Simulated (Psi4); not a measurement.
**Geometry relaxation, with input and output: NF3 (part 2 of 4)**

NF3; SVWN-RPA/def2-TZVP, RKS (Psi4 1.11). The geometry comes from this level: PBE0-D4/def2-TZVP.

Geometry of the input (Å):
```
F  0.6140  0.0003  1.0669
N  0.3534  -0.0741  -0.2662
F  -0.6363  -1.0065  -0.3122
F  -0.3311  1.0803  -0.4884
```

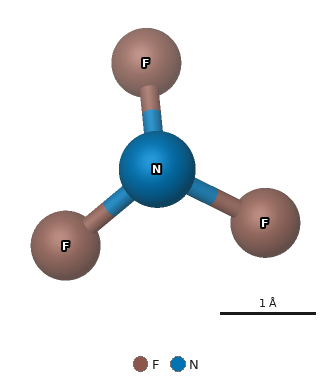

*The starting structure (ball-and-stick view, seen on its broad side).*

**The program's output, continued**
```
    Geometry (in Angstrom), charge = 0, multiplicity = 1:

       Center              X                  Y                   Z               Mass
    ------------   -----------------  -----------------  -----------------  -----------------
         F            0.639822774366    -0.004436346272     1.051022900377    18.998403162730
         N            0.381277802997    -0.080170321649    -0.287404671020    14.003074004430
         F           -0.613513352075    -1.014377228980    -0.331494554345    18.998403162730
         F           -0.307336266804     1.077904380800    -0.507692180485    18.998403162730

  Running in c1 symmetry.

  Rotational constants: A =      0.36007  B =      0.35967  C =      0.19714 [cm^-1]
  Rotational constants: A =  10794.61184  B =  10782.50465  C =   5910.14386 [MHz]
  Nuclear repulsion =  133.866375381113500

  Charge       = 0
  Multiplicity = 1
  Electrons    = 34
  Nalpha       = 17
  Nbeta        = 17

  ==> Algorithm <==

  SCF Algorithm Type is DF.
  DIIS enabled.
  MOM disabled.
  Fractional occupation disabled.
  Guess Type is READ.
  Energy threshold   = 1.00e-08
  Density threshold  = 1.00e-08
  Integral threshold = 1.00e-12

   => Molecular Quadrature <=

    Radial Scheme          =       TREUTLER
    Pruning Scheme         =           NONE
    Nuclear Scheme         =       TREUTLER

    Blocking Scheme        =         OCTREE
    BS radius alpha        =              1
    Pruning alpha          =              1
    Radial Points          =             75
    Spherical Points       =            302
    Total Points           =          87399
    Total Blocks           =            710
    Max Points             =            256
    Max Functions          =            121
    Weights Tolerance      =       1.00E-15

   => Loading Basis Set <=

    Name: DEF2-TZVP
    Role: ORBITAL
    Keyword: BASIS

  Reading orbitals from file scr/output.180.npy, no projection.

   => Auxiliary Basis Set <=

  Basis Set: (DEF2-TZVP AUX)
    Blend: DEF2-UNIVERSAL-JKFIT
    Number of shells: 100
    Number of basis functions: 308
    Number of Cartesian functions: 372
    Spherical Harmonics?: true
    Max angular momentum: 4

  Cached 100.0% of DFT collocation blocks in 0.063 [GiB].

  Minimum eigenvalue in the overlap matrix is 2.2736011908E-03.
  Reciprocal condition number of the overlap matrix is 4.2462259083E-04.
    Using symmetric orthogonalization.

  ==> Pre-Iterations <==

  SCF Guess: Orbitals guess was supplied from a previous computation.

   -------------------------------------------------------
    Irrep   Nso     Nmo     Nalpha   Nbeta   Ndocc  Nsocc
   -------------------------------------------------------
     A        124     124      17      17      17       0
   -------------------------------------------------------
    Total     124     124      17      17      17       0
   -------------------------------------------------------

  ==> Iterations <==

                           Total Energy        Delta E     RMS |[F,P]|

   @DF-RKS iter   0:  -352.61972664493146   -3.52620e+02   1.99025e-04
   @DF-RKS iter   1:  -352.63013374558517   -1.04071e-02   4.70387e-05 DIIS
   @DF-RKS iter   2:  -352.63013888516321   -5.13958e-06   3.58956e-05 DIIS
   @DF-RKS iter   3:  -352.63014330042927   -4.41527e-06   1.93745e-05 DIIS
   @DF-RKS iter   4:  -352.63014482948063   -1.52905e-06   3.93560e-06 DIIS
   @DF-RKS iter   5:  -352.63014491574103   -8.62604e-08   4.77781e-07 DIIS
   @DF-RKS iter   6:  -352.63014491687431   -1.13329e-09   1.05293e-07 DIIS
   @DF-RKS iter   7:  -352.63014491689688   -2.25668e-11   7.96561e-08 DIIS
   @DF-RKS iter   8:  -352.63014491692786   -3.09797e-11   2.06577e-09 DIIS
  Energy and wave function converged.

  ==> Post-Iterations <==

   Electrons on quadrature grid:
      Ntotal   =   34.0000048442 ; deviation = 4.844e-06

    Final Occupation by Irrep:
              A
    DOCC [    17 ]
    NA   [    17 ]
    NB   [    17 ]

  @DF-RKS Final Energy:  -352.63014491692786

   => Energetics <=

    Nuclear Repulsion Energy =            133.8663753811134995
    One-Electron Energy =                -757.0672565179536377
    Two-Electron Energy =                 306.9601187596119871
    DFT Exchange-Correlation Energy =     -36.3893825396996675
    Empirical Dispersion Energy =           0.0000000000000000
    VV10 Nonlocal Energy =                  0.0000000000000000
    Total Energy =                       -352.6301449169278612

Computation Completed

Properties will be evaluated at   0.000000,   0.000000,   0.000000 [a0]

Properties computed using the SCF density matrix

 Multipole Moments:

 ------------------------------------------------------------------------------------
     Multipole            Electronic (a.u.)      Nuclear  (a.u.)        Total (a.u.)
 ------------------------------------------------------------------------------------

 L = 1.  Multiply by 2.5417464519 to convert [e a0] to [Debye]
 Dipole X            :         -0.2471760            0.2640004            0.0168245
 Dipole Y            :          0.0520454           -0.0555107           -0.0034653
 Dipole Z            :          0.1862426           -0.1990018           -0.0127592
 Magnitude           :                                                    0.0213978

 ------------------------------------------------------------------------------------

	total time  =          3 seconds =       0.05 minutes

         ------------------------------------------------------------
                                   SCF GRAD
         ------------------------------------------------------------

  ==> Geometry <==

    Molecular point group: c1
    Full point group: C1

    Geometry (in Angstrom), charge = 0, multiplicity = 1:

       Center              X                  Y                   Z               Mass
    ------------   -----------------  -----------------  -----------------  -----------------
         F            0.639822774366    -0.004436346272     1.051022900377    18.998403162730
         N            0.381277802997    -0.080170321649    -0.287404671020    14.003074004430
         F           -0.613513352075    -1.014377228980    -0.331494554345    18.998403162730
         F           -0.307336266804     1.077904380800    -0.507692180485    18.998403162730

  Nuclear repulsion =  133.866375381113500

   => Molecular Quadrature <=

    Radial Scheme          =       TREUTLER
    Pruning Scheme         =           NONE
    Nuclear Scheme         =       TREUTLER

    Blocking Scheme        =         OCTREE
    BS radius alpha        =              1
    Pruning alpha          =              1
    Radial Points          =             75
    Spherical Points       =            302
    Total Points           =          87399
    Total Blocks           =            710
    Max Points             =            256
    Max Functions          =            121
    Weights Tolerance      =       1.00E-15

  -Total Gradient:
     Atom            X                  Y                   Z
    ------   -----------------  -----------------  -----------------
       1        0.000178999397    -0.000138574099    -0.001511557740
       2       -0.002544840076     0.000467247144     0.001842755683
       3        0.001397293784     0.000705046183    -0.000241870329
       4        0.001104952784    -0.001004071689    -0.000123545371

	total time  =          2 seconds =       0.03 minutes

    			-----------------------------------------

    			 OPTKING 3.0: for geometry optimizations

    			        with contributions from

    			-----------------------------------------

	                            ===> Fragment 1 <==

	 Z (Atomic Numbers)          Masses                          Geom
	       9.000000            18.998403          1.20908981 -0.00838348  1.98614543
	       7.000000            14.003074          0.72051063 -0.15149995 -0.54311612
	       9.000000            18.998403         -1.15937221 -1.91689515 -0.62643392
	       9.000000            18.998403         -0.58078137  2.03694407 -0.95939918

	 - Coordinate -           - BOHR/RAD -       - ANG/DEG -
	 R(1,2)           =         2.579991           1.365273
	 R(2,3)           =         2.580217           1.365392
	 R(2,4)           =         2.579911           1.365230
	 B(1,2,3)         =         1.779899         101.980694
	 B(1,2,4)         =         1.778943         101.925908
	 B(3,2,4)         =         1.780005         101.986767
	 O(1,2,3,4)       =        -1.235487         -70.788171
	 O(3,2,1,4)       =         1.234842          70.751226
	 O(4,2,1,3)       =        -1.235422         -70.784472

	        --- Internal Coordinate Step in ANG or DEG, aJ/ANG or AJ/DEG ---
	-------------------------------------------------------------------------------
	           Coordinate      Previous         Force          Change          New
	           ----------      --------        ------          ------        ------
	               R(1,2)       1.36527        0.01202        0.00227       1.36755
	               R(2,3)       1.36539        0.01206        0.00229       1.36768
	               R(2,4)       1.36523        0.01132        0.00215       1.36738
	             B(1,2,3)     101.98069       -0.00001       -0.12175     101.85894
	             B(1,2,4)     101.92591       -0.00001       -0.12430     101.80161
	             B(3,2,4)     101.98677       -0.00003       -0.19909     101.78767
	           O(1,2,3,4)     -70.78817       -0.00003       -0.24463     -71.03280
	           O(3,2,1,4)      70.75123        0.00004        0.29005      71.04127
	           O(4,2,1,3)     -70.78447       -0.00004       -0.29179     -71.07626
	-------------------------------------------------------------------------------

	                                 ==> Convergence Check <==

	Measures of convergence in internal coordinates in au.

	Criteria marked as inactive (o), active & met (*), and active & unmet ( ).

	----------------------------------------------------------------------------------------------
	   Step    Total Energy     Delta E     Max Force     RMS Force      Max Disp      RMS Disp
	----------------------------------------------------------------------------------------------
	  Convergence Criteria     1.00e-06 *    3.00e-04 *             o    1.20e-03 *             o
	----------------------------------------------------------------------------------------------
	     2    -352.63014492   -9.78e-05      1.46e-03      8.76e-04 o    5.09e-03      4.01e-03 o  ~
	----------------------------------------------------------------------------------------------

Next Geometry in Ang
	Fragment 1 (Ang)

	    F   0.6398405844  -0.0042844589   1.0523660624
	    N   0.3835728118  -0.0805959141  -0.2887861326
	    F  -0.6147337878  -1.0144609538  -0.3314860313
	    F  -0.3084286499   1.0782618107  -0.5076624039

    Structure for next step:
    Molecular point group: c1
    Full point group: C1

    Geometry (in Angstrom), charge = 0, multiplicity = 1:

    F            0.640002057636    -0.004314402912     1.052268864901
    N            0.383734285042    -0.080625858104    -0.288883330124
    F           -0.614572314513    -1.014490897847    -0.331583228815
    F           -0.308267176641     1.078231866668    -0.507759601422

gradient() will perform analytic gradient computation.

  ==> Geometry <==

    Molecular point group: c1
    Full point group: C1

    Geometry (in Angstrom), charge = 0, multiplicity = 1:

       Center              X                  Y                   Z               Mass
    ------------   -----------------  -----------------  -----------------  -----------------
         F            0.640002057636    -0.004314402912     1.052268864901    18.998403162730
         N            0.383734285042    -0.080625858104    -0.288883330124    14.003074004430
         F           -0.614572314513    -1.014490897847    -0.331583228815    18.998403162730
         F           -0.308267176641     1.078231866668    -0.507759601422    18.998403162730

  Running in c1 symmetry.

  Rotational constants: A =      0.35935  B =      0.35887  C =      0.19691 [cm^-1]
  Rotational constants: A =  10772.90363  B =  10758.68058  C =   5903.22056 [MHz]
  Nuclear repulsion =  133.711071174393055

  Charge       = 0
  Multiplicity = 1
  Electrons    = 34
  Nalpha       = 17
  Nbeta        = 17

   => Molecular Quadrature <=

    Radial Scheme          =       TREUTLER
    Pruning Scheme         =           NONE
    Nuclear Scheme         =       TREUTLER

    Blocking Scheme        =         OCTREE
    BS radius alpha        =              1
    Pruning alpha          =              1
    Radial Points          =             75
    Spherical Points       =            302
    Total Points           =          87397
    Total Blocks           =            704
    Max Points             =            256
    Max Functions          =            121
    Weights Tolerance      =       1.00E-15

   => Auxiliary Basis Set <=

  Basis Set: (DEF2-TZVP AUX)
    Blend: DEF2-UNIVERSAL-JKFIT
    Number of shells: 100
    Number of basis functions: 308
    Number of Cartesian functions: 372
    Spherical Harmonics?: true
    Max angular momentum: 4

  Cached 100.0% of DFT collocation blocks in 0.063 [GiB].

  Minimum eigenvalue in the overlap matrix is 2.2706392587E-03.
  Reciprocal condition number of the overlap matrix is 4.2448675588E-04.
    Using symmetric orthogonalization.

  ==> Iterations <==

                           Total Energy        Delta E     RMS |[F,P]|

   @DF-RKS iter   0:  -352.62536909626658   -3.52625e+02   9.87452e-05
   @DF-RKS iter   1:  -352.63015436443629   -4.78527e-03   2.70868e-05 DIIS
   @DF-RKS iter   2:  -352.63015188380308    2.48063e-06   3.62797e-05 DIIS
   @DF-RKS iter   3:  -352.63015681454351   -4.93074e-06   1.73370e-05 DIIS
   @DF-RKS iter   4:  -352.63015818384520   -1.36930e-06   1.67802e-06 DIIS
   @DF-RKS iter   5:  -352.63015819919525   -1.53501e-08   3.87330e-07 DIIS
   @DF-RKS iter   6:  -352.63015819961510   -4.19845e-10   2.48600e-07 DIIS
   @DF-RKS iter   7:  -352.63015819991671   -3.01611e-10   1.46909e-08 DIIS
   @DF-RKS iter   8:  -352.63015819991762   -9.09495e-13   9.60280e-10 DIIS
  Energy and wave function converged.

  ==> Post-Iterations <==

   Electrons on quadrature grid:
      Ntotal   =   34.0000051840 ; deviation = 5.184e-06

    Final Occupation by Irrep:
              A
    DOCC [    17 ]
    NA   [    17 ]
    NB   [    17 ]

  @DF-RKS Final Energy:  -352.63015819991762

   => Energetics <=

    Nuclear Repulsion Energy =            133.7110711743930551
    One-Electron Energy =                -756.7687364686338469
    Two-Electron Energy =                 306.8131692630763041
    DFT Exchange-Correlation Energy =     -36.3856621687531288
    Empirical Dispersion Energy =           0.0000000000000000
    VV10 Nonlocal Energy =                  0.0000000000000000
    Total Energy =                       -352.6301581999176165

Computation Completed

Properties will be evaluated at   0.000000,   0.000000,   0.000000 [a0]

Properties computed using the SCF density matrix

 Multipole Moments:

 ------------------------------------------------------------------------------------
     Multipole            Electronic (a.u.)      Nuclear  (a.u.)        Total (a.u.)
 ------------------------------------------------------------------------------------

 L = 1.  Multiply by 2.5417464519 to convert [e a0] to [Debye]
 Dipole X            :         -0.2447428            0.2657013            0.0209585
 Dipole Y            :          0.0517500           -0.0558261           -0.0040761
 Dipole Z            :          0.1844378           -0.2000256           -0.0155878
 Magnitude           :                                                    0.0264359

 ------------------------------------------------------------------------------------

	total time  =          3 seconds =       0.05 minutes

         ------------------------------------------------------------
                                   SCF GRAD
         ------------------------------------------------------------

  ==> Geometry <==

    Molecular point group: c1
    Full point group: C1

    Geometry (in Angstrom), charge = 0, multiplicity = 1:

       Center              X                  Y                   Z               Mass
    ------------   -----------------  -----------------  -----------------  -----------------
         F            0.640002057636    -0.004314402912     1.052268864901    18.998403162730
         N            0.383734285042    -0.080625858104    -0.288883330124    14.003074004430
         F           -0.614572314513    -1.014490897847    -0.331583228815    18.998403162730
         F           -0.308267176641     1.078231866668    -0.507759601422    18.998403162730

  Nuclear repulsion =  133.711071174393055

   => Molecular Quadrature <=

    Radial Scheme          =       TREUTLER
    Pruning Scheme         =           NONE
    Nuclear Scheme         =       TREUTLER
```
